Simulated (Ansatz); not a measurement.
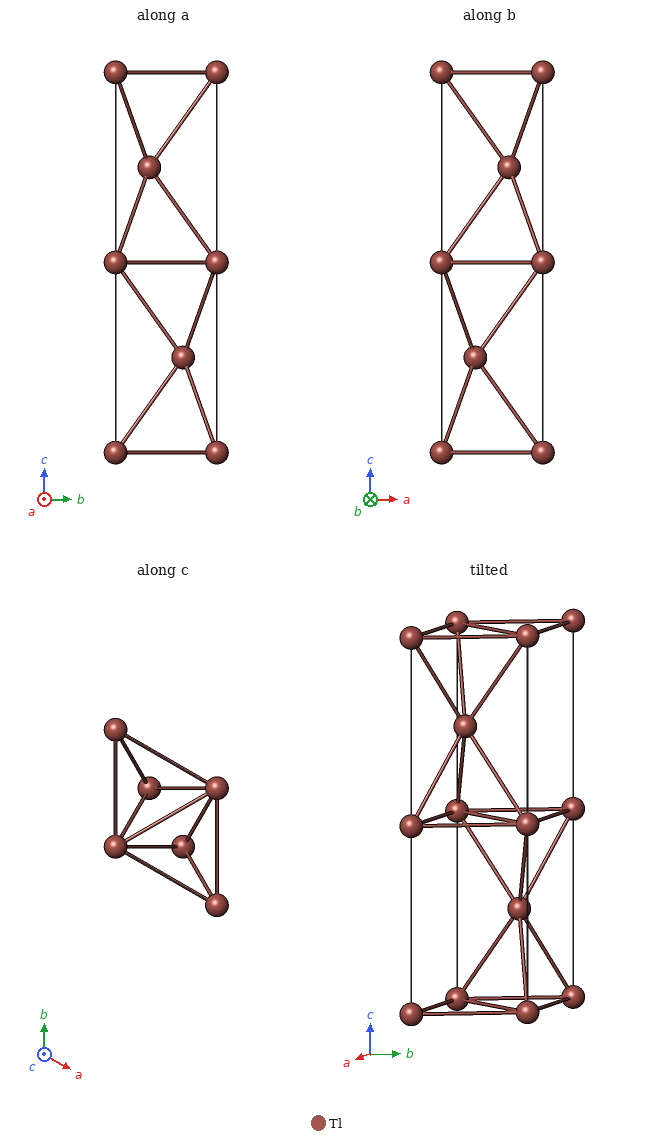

This ball-and-stick model is shown along the a axis, along the b axis, along the c axis and slightly off an axis. The conventional unit cell is drawn as a box.

Lattice parameters: a = 3.2857 Å, b = 3.2857 Å, c = 10.6764 Å, α = 90.000°, β = 90.000°, γ = 120.000°.

Question: From the views, write a CIF in P1 with every atom of the cell.

Answer:
```cif
data_structure
_symmetry_space_group_name_H-M 'P 1'
_symmetry_Int_Tables_number 1
_cell_length_a 3.2857
_cell_length_b 3.2857
_cell_length_c 10.6764
_cell_angle_alpha 90.000
_cell_angle_beta 90.000
_cell_angle_gamma 120.000
_cell_volume 99.82
loop_
_atom_site_label
_atom_site_type_symbol
_atom_site_fract_x
_atom_site_fract_y
_atom_site_fract_z
_atom_site_occupancy
Tl1 Tl 0.0000 0.0000 0.0000 1
Tl2 Tl 0.0000 0.0000 0.5000 1
Tl3 Tl 0.3333 0.6667 0.2500 1
Tl4 Tl 0.6667 0.3333 0.7500 1
```

The structure comes from a structure type filled with this element by a generator (whether the element takes this form wasn't checked). Earlier steps of the study may have refined or changed the cell and positions. Ansatz was used for an electronic-structure calculation on it.

At this level of theory the cell isn't at rest (compressed, at 5 GPa), so its distances can differ from those at equilibrium, the more so the softer the solid.
